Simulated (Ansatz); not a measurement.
```csv
atom,x (Å),y (Å),z (Å)
C,-0.8060,-1.4953,-0.4403
O,0.0898,-0.4278,-0.4287
Sn,2.0016,-0.7093,-0.9126
H,-0.5354,-2.3048,0.2693
H,-0.9207,-1.9626,-1.4406
H,-1.8029,-1.1266,-0.1418
H,2.0529,-1.3119,-2.5190
H,2.6618,-1.8421,0.1950
H,2.6790,0.8475,-0.7604
```

Geometry: PBE0-D3(BJ)/def2-SVP; core potentials replace the inner electrons of Sn.

Level of theory: Ansatz, isolated molecule in a Gaussian basis; Kohn-Sham density functional theory, functional PBE0.

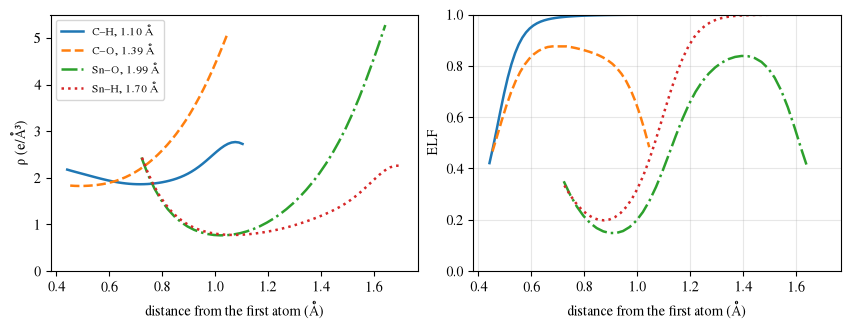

CH₆OSn (SMILES C[O][SnH3]). Electron density and electron localisation function along straight lines between neighbouring atoms. The curves leave out the atomic cores.

What can be read from the curves?

C–H (1.10 Å): the density is about 2 e/Å³ at the midpoint; the ELF climbs to about 1 towards the hydrogen, as it does in any bond to H; a covalent bond by its length.
C–O (1.39 Å): the density is about 2.1 e/Å³ at the midpoint, with its minimum of 1.8 e/Å³ about 0.5 Å from C; the ELF peaks at about 0.90 between the atoms (a polar covalent bond).
Sn–O (1.99 Å): ρ at the midpoint is about 0.77 e/Å³; the ELF peaks at about 0.85 in the valence shell of O, 0.6 Å from its nucleus, and drops to about 0.15 between the two atoms.
Sn–H (1.70 Å): the density is about 1.2 e/Å³ at the midpoint; the ELF climbs to about 1 towards the hydrogen.
